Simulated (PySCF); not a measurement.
Si(F)(I)(OH)2, SMILES O[Si](O)(F)I at its B3LYP/def2-SVP optimised geometry (Å):

```
7

O     -1.3297     0.8778     0.0000
Si    -0.7752    -0.6598     0.0000
O      0.8656    -0.6598     0.0000
F     -1.3652    -1.3410    -1.3336
I     -1.6166    -1.9886     1.8912
H     -1.0010     1.4861     0.6724
H      1.3297    -1.4861     0.1818
```

Computed with B3LYP/def2-TZVP, def2 effective core potentials past Kr (PySCF 2.14.0). The core electrons that the potentials of I replace are not part of the density.

Map of the log10 of the electron density (e/bohr³), floored at −4 on the plane z = 1.0 Å:

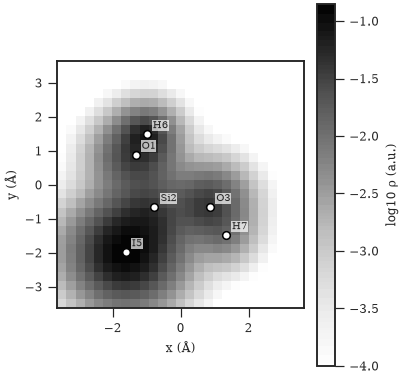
*Log10 of the electron density (e/bohr³), floored at −4 on the plane z = 1.0 Å.*
